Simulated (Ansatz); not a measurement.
# Tc of Cu (Fm-3m) from its phonons, part 2 of 2

Aim: the phonon-mediated transition temperature of Cu (Fm-3m) at ambient pressure, over a range of μ*. The cell shown first is a relaxed one, from steps not shown here.

Ansatz 0.2.0; DFT PBE, scalar-relativistic, plane waves, PAW.

So far, log mean phonon energy ħω_log (meV): step 2 (resistivity: q 6×6×6, k 18×18×18, scattering 24×24×24) 17.9.

**3. Resistivity: q 6×6×6, k 24×24×24, scattering 36×36×36**

The next rung changes the k mesh of the density and its response; the scattering mesh, which samples the Fermi surface.

input.yaml reads:

```yaml
crystal:
  lattice:
    - [0.0, 1.8150328204, 1.8150328204]
    - [1.8150328204, 0.0, 1.8150328204]
    - [1.8150328204, 1.8150328204, 0.0]
  atoms:
    - { symbol: Cu, position: [0.0, 0.0, 0.0] }
kpoints:
  mp_grid: { grid: [24, 24, 24] }
hamiltonian:
  xc: pbe
scf:
  occupations: { method: methfessel_paxton, width: 0.2 }
output:
  eigenvalues: true
phonons:
  method: dfpt
  qmesh: [6, 6, 6]
  temperatures: { t_max: 1000, t_step: 50 }
  qpath:
    path:
      - [[0.0, 0.0, 0.0], [0.5, 0.0, 0.5], [0.625, 0.25, 0.625]]
      - [[0.375, 0.375, 0.75], [0.0, 0.0, 0.0], [0.5, 0.5, 0.5], [0.5, 0.25, 0.75], [0.5, 0.0, 0.5]]
    npoints: 10
  electrical_resistivity:
    mesh: [36, 36, 36]
    temperatures: [20.0, 50.0, 80.0, 100.0, 150.0, 200.0, 273.0, 300.0, 400.0, 500.0, 600.0, 800.0]
  superconductivity: { mesh: [36, 36, 36] }
```

Command:

```console
$ ansatz run input.yaml --threads 4 --pin off --max-ram 12288MiB --backend cpu --events-out ev --progress --plain --runs-dir out
```

Numbers of over 12 decimals in the logs are rounded to 6 here.

Output:

```text
[...]
Crystal: 1 atoms, lattice volume = 11.959 Å³
Basis set: ecut = 420 eV, 259 PW (Γ), exchange–correlation on 36×36×36 points (8 copies of the dense FFT grid, shifted against one another)
Bands: 14, of which v1, the nominal top of the filled ones, is band 10 counted from 1 (9 counted from 0)
Symmetry: 48 space group operations
k-points: 413 of 13824
[...]
SCF iter   1: F=—  HF=-6625.175066 eV  |F-HF|=—  |Δ(HF+E_count)|=         —  Δρ=9.31e-4  dr2=4.40e-5  ethr=1.77e-3  ⟨swp⟩=4.9  Hψ=27938  notcnv=0
[...]
SCF iter   7: F=-6625.175204 eV  HF=-6625.175204 eV  |F-HF|=1.82e-12  |Δ(HF+E_count)|=  1.82e-12  S|Δr|=    0.00e0  Δρ=1.99e-8  dr2=3.77e-14  ethr=1.00e-12  ⟨swp⟩=4.6  Hψ=20012  notcnv=0
SCF 1 converged in 7 iterations: F = -6625.175204 eV  dr2 = 3.77e-14
[...]
NSCF: frozen V_eff on 413 k-points
[...]
SCF iter   1: F=—  HF=-6625.175066 eV  |F-HF|=—  |Δ(HF+E_count)|=         —  Δρ=9.31e-4  dr2=4.40e-5  ethr=1.77e-3  ⟨swp⟩=4.9  Hψ=27938  notcnv=0
[...]
SCF iter   7: F=-6625.175204 eV  HF=-6625.175204 eV  |F-HF|=1.82e-12  |Δ(HF+E_count)|=  3.64e-12  S|Δr|=    0.00e0  Δρ=2.04e-8  dr2=3.91e-14  ethr=1.00e-12  ⟨swp⟩=2.1  Hψ=11472  notcnv=0
SCF 2 converged in 7 iterations: F = -6625.175204 eV  dr2 = 3.91e-14
[...]
SCF converged after 7 iterations
[...]
Free energy (F): -6625.175204 eV
[...]
Internal energy: -6625.175916 eV  (E = F + TS)
E sigma→0 (E₀):  -6625.175382 eV
Entropy (-TS):   0.000712 eV (0.712 meV/atom)
Fermi energy:    16.515169 eV
[...]
--- Band table (eV; the first three rows and the last of 413) ---
  k-point 0: bands = [... 6 lower, 13.5390, 13.5390, 14.3563, 14.3563, 39.0064, 41.4112, 41.4112, 41.4112]
  k-point 1: bands = [... 6 lower, 13.5511, 13.5511, 14.3514, 14.3514, 38.6715, 40.4502, 41.1913, 41.1913]
  k-point 2: bands = [... 6 lower, 13.5849, 13.5849, 14.3392, 14.3392, 37.1959, 39.7752, 40.7244, 40.7244]
  k-point 412: bands = [... 6 lower, 13.0307, 14.3140, 15.0643, 22.6333, 22.6333, 24.7422, 25.1354, 44.4750]
[...]
ASR residual: 1.186e-5 → 0.000e0 eV/Å²; symmetrization residual: 1.516e-12 eV/Å²
  ASR residual per site (eV/Å²): 1.19e-5
  Γ frequencies (cm⁻¹): 0.00 0.00 0.00
--- Phonons (arbitrary-q DFPT): 16 irreducible q on the 6×6×6 mesh ---
[...]
interpolated dispersion: 62 rows × 3 modes
[...]
--- Electrical resistivity: potentials and phonons of a 6×6×6 supercell ---
[...]
at the Fermi level of each mesh (of a tensor a third of its trace):
[...]
36×36×36                     0.1533              8.8929    0.1277    0.1292          17.888
       18×18×18                     0.1551              8.8383    0.1257    0.1311          17.938
          9×9×9                     0.1503              8.8759    0.1349    0.1538          17.608
  resistivity on the deck's mesh, µΩ·cm:
[...]
20.00     8.4520e-4              no     8.4520e-4     8.4520e-4     8.4520e-4       2.1078e-3         1.7994e-3
     50.00     6.1348e-2             yes     6.1348e-2     6.1348e-2     6.1348e-2       9.6764e-2         6.4236e-2
     80.00     2.5035e-1             yes     2.5035e-1     2.5035e-1     2.5035e-1       3.0081e-1         2.4128e-1
    100.00     4.0297e-1             yes     4.0297e-1     4.0297e-1     4.0297e-1       4.5211e-1         3.8761e-1
    150.00     7.8178e-1             yes     7.8178e-1     7.8178e-1     7.8178e-1       8.2781e-1         7.6056e-1
    200.00      1.1399e0             yes      1.1399e0      1.1399e0      1.1399e0        1.1895e0          1.1163e0
    273.00      1.6390e0             yes      1.6390e0      1.6390e0      1.6390e0        1.7002e0          1.6118e0
    300.00      1.8194e0             yes      1.8194e0      1.8194e0      1.8194e0        1.8859e0          1.7908e0
    400.00      2.4773e0             yes      2.4773e0      2.4773e0      2.4773e0        2.5655e0          2.4431e0
    500.00      3.1259e0             yes      3.1259e0      3.1259e0      3.1259e0        3.2383e0          3.0859e0
    600.00      3.7695e0             yes      3.7695e0      3.7695e0      3.7695e0        3.9085e0          3.7240e0
    800.00      5.0486e0             yes      5.0486e0      5.0486e0      5.0486e0        5.2479e0          4.9933e0
[...]
not converged in the mesh (λ; λ_tr; the resistivity at 20 K by 2.74 %): between neighbouring meshes, the two finest first, λ moves by 1.58 % and 7.38 %, λ_tr by 1.48 % and 17.26 % and the resistivity by up to 2.74 % and 20.54 %; an estimate, no bound, puts it up to 7.3e-7 % above the Boltzmann equation's exact value after up to 7 iterations (at most 30 are made, fewer where the estimate is under 1.0e-6 % of each spin channel's own resistivity)
  vibrations of 216 cells: unjudged by the run; compare a larger repeat
[...]
--- Superconductivity: potentials and phonons of a 6×6×6 supercell ---
           mesh         λ    ħω_log (meV)  μ* declared at (meV)
       36×36×36    0.1277          17.888               19.873
       18×18×18    0.1257          17.938               19.876
          9×9×9    0.1349          17.608               19.509
  λ by the species' shares of the modes' patterns: Cu 0.1277
[...]
0.08      0.000         0.000    none_found    none_found    none_found    none_found     none_found
      0.10      0.000         0.000    none_found    none_found    none_found    none_found     none_found
      0.12          -             -    none_found    none_found    none_found    none_found     none_found
      0.13          -             -    none_found    none_found    none_found    none_found     none_found
      0.14          -             -    none_found    none_found    none_found    none_found     none_found
      0.16          -             -    none_found    none_found    none_found    none_found     none_found
      0.20          -             -    none_found    none_found    none_found    none_found     none_found
  none_found: no transition down to 0.1 K
[...]
vibrations of 216 cells: unjudged by the run; compare a larger repeat
[...]
```

The job ended after 26 min (4 threads of Arm Neoverse V1, shared host; peak memory 6.7 GiB; 1.6 h of CPU time).

This step gave:

```yaml
zero_point_energy: 0.03009 eV/cell
highest_frequency_solved_or_plainly_interpolated: 242.2 cm⁻¹
debye_temperature_second_moment: 313 K
resistivity_at_300_k: 1.819 μΩ cm
coupling_constant_lambda: 0.1277
density_of_states_at_the_fermi_level: 0.1533 states/eV a spin and cell
log_mean_phonon_energy_omega_log: 17.89 meV
transport_coupling_constant_lambda_tr: 0.1292, 0.1292, 0.1292 (xx, yy, zz)
drude_plasma_energy: 8.893, 8.893, 8.893 eV (xx, yy, zz)
resistivity_times_mean_free_path: 6.76, 6.76, 6.76 × 10⁻¹⁶ Ω m² (xx, yy, zz)
second_moment_phonon_energy_omega: 19.87 meV
coupling_lambda_by_branch: 0.0455, 0.0481, 0.0341 (branches by rank of frequency)
```

An empty cell: under 1 mK by a formula, or no transition down to the floor of the Eliashberg search. Transition temperatures:

```tsv
μ*	McMillan Tc (K)	Allen–Dynes Tc (K)
0.08	-	-
0.1	-	-
0.12	-	-
0.13	-	-
0.14	-	-
0.16	-	-
0.2	-	-
```

The Eliashberg function α²F has structure finer than the step of the table below, so its rows give means over 2 meV, whole bins alone (the curve runs from 0.118 to 30.0 meV). Peaks (meV: height): α²F 20.1: 0.111, 26.7: 0.115; α²F tr 20.1: 0.119, 27.6: 0.0902.

The Eliashberg function α²F by phonon energy; means over each step:

```tsv
phonon energy (meV)	α²F	α²F tr
2	2.9e-4	8.9e-6
4	0.00122	2.2e-4
6	0.00281	9.3e-4
8	0.00559	0.00314
10	0.0109	0.00970
12	0.0210	0.0244
14	0.0468	0.0639
16	0.0628	0.0862
18	0.0782	0.0953
20	0.0936	0.103
22	0.0632	0.0494
24	0.0524	0.0341
26	0.0708	0.0483
28	0.0852	0.0690
```

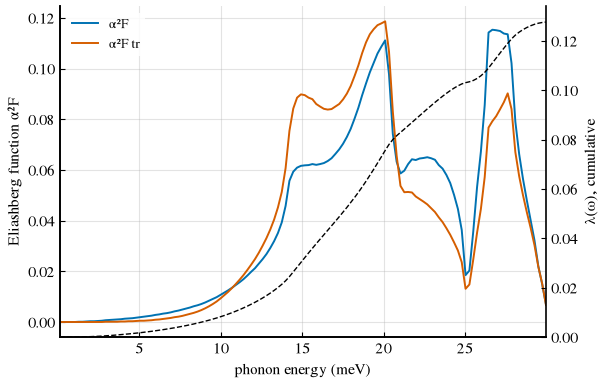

Eliashberg function α²F, plotted against phonon energy. The dashed line is the running λ.

**4. Results**

```json
{
  "meshes": "q 6×6×6, k 24×24×24, scattering 36×36×36",
  "coupling constant λ": "0.128",
  "log mean phonon energy ħω_log": "17.9 meV"
}
```

What this shows: In the last run (PBE, q 6×6×6, k 24×24×24, scattering 36×36×36), with λ = 0.13 and ħω_log = 17.9 meV, Tc at μ* = 0.13 is under 1 mK by the formulas. Wikipedia's list of superconducting elements holds no transition of Cu at normal pressure, in line with the calculation. In that run Allen and Dynes's formula gives no transition above 0.05 K at μ* = 0.10 or more. By the run's own test λ is not converged in the fine mesh: it moves by 2 % between the two finest. The run's transport test calls it not converged in the mesh. Over the runs, λ takes the values 0.127 and 0.128, in the order shown. μ* is a typed number, phonons are harmonic, and spin fluctuations are left out; with λ this near or under μ*(1 + 0.62 λ), the formulas give Tc only to its order of magnitude, or none.

[Logs are printed without paths, hosts, clocks, repeated set-up lines and the standing remarks that a program may print on its own settings, such as how far it seeks lower states.]

[Hosts, paths, dates, database ids (printed as entryN), source tags and the programs' standing remarks are cut or masked in the printed files.]
